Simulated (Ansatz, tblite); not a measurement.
# Al(AsH3)H3 (AlAsH₆): rung by rung, part 2 of 2

How do method and basis change the picture of Al(AsH3)H3 (AlAsH₆) (singlet)?

Ansatz 0.2.0, Gaussian basis; as each input shows. The steps go on from the part before.

### 16 MP2/def2-TZVP

File in.yaml:

```yaml
crystal:
  periodic: [false, false, false]
  atoms:
    - {symbol: Al, position_ang: [-0.004478, 0.010505, -1.521968]}
    - {symbol: As, position_ang: [0.003582, -0.008741, 1.093666]}
    - {symbol: H, position_ang: [0.735698, 1.067198, 1.853458]}
    - {symbol: H, position_ang: [0.575564, -1.184921, 1.842200]}
    - {symbol: H, position_ang: [-1.294688, 0.079880, 1.853315]}
    - {symbol: H, position_ang: [1.578210, -0.054188, -1.713020]}
    - {symbol: H, position_ang: [-0.739786, 1.416327, -1.692280]}
    - {symbol: H, position_ang: [-0.854102, -1.326062, -1.715362]}
basis:
  gaussian: {orbitals: def2-TZVP, initial_orbitals: start.molden}
correlation: {method: mp2}
scf: {omitted_lower_state_checks: [starts]}
output: {orbitals: {seedname: orbitals}}
```

The run is started by

```
> ansatz run in.yaml --threads 4 --pin off --events-out ev --progress --plain --max-ram 3916MiB
```

Output:

```text
Functional definition: HF
  name "HF"
  cite "Fock, Z. Phys. 61, 126 (1930) doi:10.1007/BF01340294"
  parent pbe
  exchange = exact_x
  correlation = 0
these checks for a lower state are left out or cut short: starts
854 factors; integrals over basis functions are off by at most 1.2e-3 eV
mean field evaluation 1: about -67472.2464 eV, gradient 2.8e1 eV
mean field evaluation 2: about -67472.8445 eV, gradient 8.0e-1 eV
mean field evaluation 4: about -67472.9582 eV, gradient 5.5e-3 eV
mean field evaluation 8: about -67472.9582 eV, gradient 1.2e-6 eV
mean field -67472.95815179 eV, -2479.5854772646 hartree, gradient 1.8e-6 eV, S^2 0.000000; 0 other end points of the search recorded, 0 dependent functions left out
14 core orbitals not correlated: weight in the atoms' cores, before any rotation towards them, 1.000 or more for the frozen orbitals, at most 0.000 for the correlated occupied ones
reference -67472.95815179 eV, -2479.5854772646 hartree; 12, 12 occupied and 95, 95 virtual orbitals, 854 factors
second order -10.05260261 eV of doubles, -0.00000000 eV of singles
Total energy: -67483.01075440 eV, -2479.9549035965 hartree
Checks for a lower state left out: starts
```

It took 1.4 s on 4 threads of Intel Xeon at 2.50GHz, shared host.

Hartree-Fock HOMO -10.99 eV, LUMO 2.48 eV.

### 17 RPA/def2-TZVP

in.yaml: that of step 16 with these lines changed.

```diff
@@ -13,4 +13,4 @@
   gaussian: {orbitals: def2-TZVP, initial_orbitals: start.molden}
-correlation: {method: mp2}
+hamiltonian: {xc: pbe}
+correlation: {method: rpa}
 scf: {omitted_lower_state_checks: [starts]}
-output: {orbitals: {seedname: orbitals}}
```

The command is unchanged.

Output:

```text
Functional definition: PBE
  name "PBE"
  cite "Perdew, Burke & Ernzerhof, Phys. Rev. Lett. 77, 3865 (1996) doi:10.1103/PhysRevLett.77.3865"
  parent pbe
  parameter kappa = 0.804
  parameter beta = 0.06672455060314922
  exchange = pbe_x(kappa = kappa, mu = beta*pi^2/3)
  correlation = pbe_c(beta = beta)
these checks for a lower state are left out or cut short: starts
854 factors; integrals over basis functions are off by at most 1.2e-3 eV
mean field evaluation 1: about -67521.9377 eV, gradient 1.0e1 eV
mean field evaluation 2: about -67522.0194 eV, gradient 1.0e-1 eV
mean field evaluation 4: about -67522.0150 eV, gradient 1.1e-4 eV
mean field evaluation 8: about -67522.0150 eV, gradient 2.2e-6 eV
mean field -67522.01503975 eV, -2481.3882846454 hartree, gradient 2.2e-6 eV, S^2 0.000000; 0 other end points of the search recorded, 0 dependent functions left out
14 core orbitals not correlated: weight in the atoms' cores, before any rotation towards them, 1.000 or more for the frozen orbitals, at most 0.000 for the correlated occupied ones
reference -67471.81541356 eV, -2479.5434824091 hartree; 12, 12 occupied and 95, 95 virtual orbitals, 854 factors
Total energy: -67490.00533488 eV, -2480.2119496881 hartree
Checks for a lower state left out: starts
```

It took 2.3 s on 4 threads of Intel Xeon at 2.50GHz, shared host.

### 18 Levels side by side

| level | functions | HOMO (eV) | LUMO (eV) | gap (eV) | time |
| --- | --- | --- | --- | --- | --- |
| HF/def2-TZVP | 121 | -10.99 | 2.48 | 13.47 | 1.1 s |
| PBE-D4/def2-SVP | 80 | -6.58 | -0.98 | 5.60 | 0.96 s |
| PBE-D4/def2-TZVP | 121 | -6.64 | -1.13 | 5.52 | 1.7 s |
| revPBE-D4/def2-TZVP | 121 | -6.62 | -1.04 | 5.57 | 1.3 s |
| r2SCAN-D4/def2-TZVP | 121 | -6.94 | -0.88 | 6.06 | 2.2 s |
| B3LYP-D4/def2-TZVP | 121 | -7.71 | -0.59 | 7.12 | 1.8 s |
| PBE0-D4/def2-SVP | 80 | -7.83 | -0.14 | 7.69 | 1.4 s |
| PBE0-D4/def2-TZVP | 121 | -7.88 | -0.31 | 7.56 | 2.6 s |
| r2SCAN0-D4/def2-TZVP | 121 | -8.08 | -0.11 | 7.96 | 3.1 s |
| BHLYP-D4/def2-TZVP | 121 | -9.08 | 0.44 | 9.52 | 1.9 s |
| LC-ωPBE/def2-TZVP | 121 | -10.67 | 1.72 | 12.38 | 1.7 s |

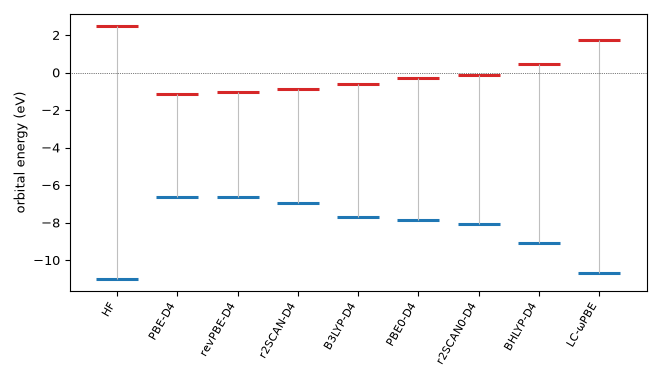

Highest filled (blue) and lowest empty (red) level in def2-TZVP.

The pieces so far (eV):

| basis | HF | MP2 correlation | CCSD correlation | (T) | total |
| --- | --- | --- | --- | --- | --- |
| def2-TZVPP | -67472.9900 | -10.5774 | -11.6544 | -0.3366 | -67484.9809 |
| def2-TZVP | -67472.9582 | -10.0526 |  |  | -67483.0108 (MP2) |

### 19 Binding energy

Free atoms were run apart at each level; binding is atoms less cluster, divided by the number of atoms, without zero-point or spin-orbit terms.

Differences are taken before rounding.

| method | binding an atom (eV) | from CCSD(T)/def2-TZVPP (eV) | time |
| --- | --- | --- | --- |
| HF/def2-TZVP | 1.762 | -0.619 | 1.1 s |
| HF/def2-TZVPP | 1.766 | -0.615 |  |
| PBE-D4/def2-SVP | 2.375 | -0.007 | 0.96 s |
| PBE-D4/def2-TZVP | 2.373 | -0.008 | 1.7 s |
| revPBE-D4/def2-TZVP | 2.346 | -0.035 | 1.3 s |
| r2SCAN-D4/def2-TZVP | 2.417 | +0.036 | 2.2 s |
| B3LYP-D4/def2-TZVP | 2.439 | +0.058 | 1.8 s |
| PBE0-D4/def2-SVP | 2.368 | -0.014 | 1.4 s |
| PBE0-D4/def2-TZVP | 2.367 | -0.014 | 2.6 s |
| r2SCAN0-D4/def2-TZVP | 2.400 | +0.019 | 3.1 s |
| BHLYP-D4/def2-TZVP | 2.412 | +0.031 | 1.9 s |
| LC-ωPBE/def2-TZVP | 2.366 | -0.016 | 1.7 s |
| MP2/def2-TZVP | 2.234 | -0.147 | 1.4 s |
| CCSD/def2-TZVPP | 2.365 | -0.017 |  |
| CCSD(T)/def2-TZVPP | 2.381 | 0 | 23 s |

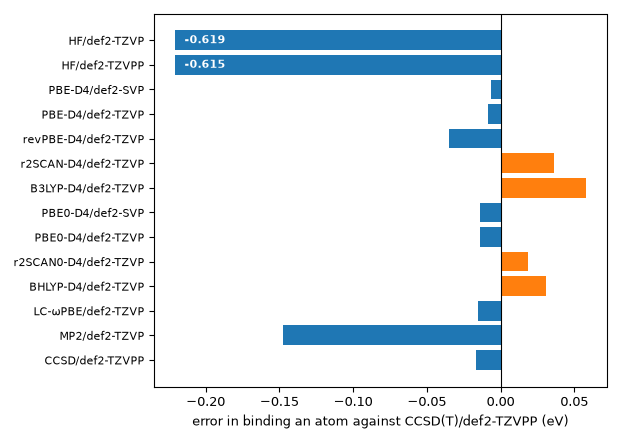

Deviations from CCSD(T)/def2-TZVPP, method by method. Bars with a number in them are cut short.

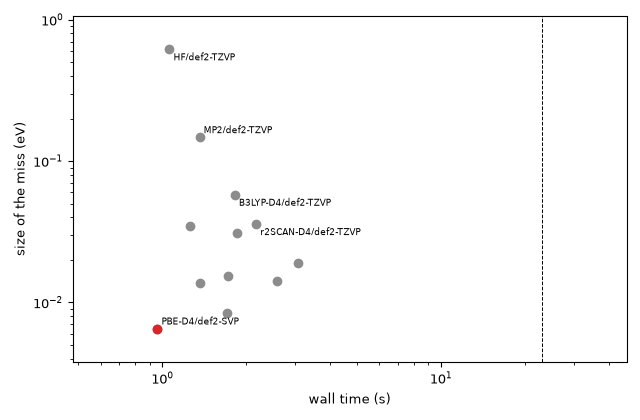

Miss against cost. Red marks the levels that no quicker level drawn beats (of those quicker than the yardstick), and the dashed line is the time of CCSD(T)/def2-TZVPP. Only those levels and the largest misses are named. Times are from a shared host.

### 20 Summary of results

What follows sums up all 2 parts.

```
                                                                  quantity                            value
gap in def2-TZVP, named functionals and Hartree-Fock, smallest and largest  5.52 eV (PBE-D4), 13.47 eV (HF)
                                    correlation energy, CCSD(T)/def2-TZVPP                        -11.99 eV
                                         correlation energy, MP2/def2-TZVP                        -10.05 eV
                                       binding an atom, CCSD(T)/def2-TZVPP                         2.381 eV
                           PBE0 total energy, smallest basis above largest    9.89 eV (def2-SVP, def2-TZVP)
```

What this shows: Orbital gaps of the named functionals and Hartree-Fock in def2-TZVP span 5.52 eV (PBE-D4) to 13.47 eV (HF); exact exchange widens it. The functionals in def2-TZVP miss CCSD(T)/def2-TZVPP by -0.035 (revPBE-D4) to +0.058 eV (B3LYP-D4) an atom. The reference is CCSD(T) in one finite basis, so it carries an error of its own, often a tenth of an eV or more, and near misses can't be ranked.

PBE-D4/def2-SVP reaches 0.007 eV from the reference in 0.96 s, where CCSD(T)/def2-TZVPP took 23 s. The slowest run with a step of its own, CCSD(T)/def2-TZVPP, took 23 s; the quickest functional in def2-TZVP took 1.3 s (shared host).
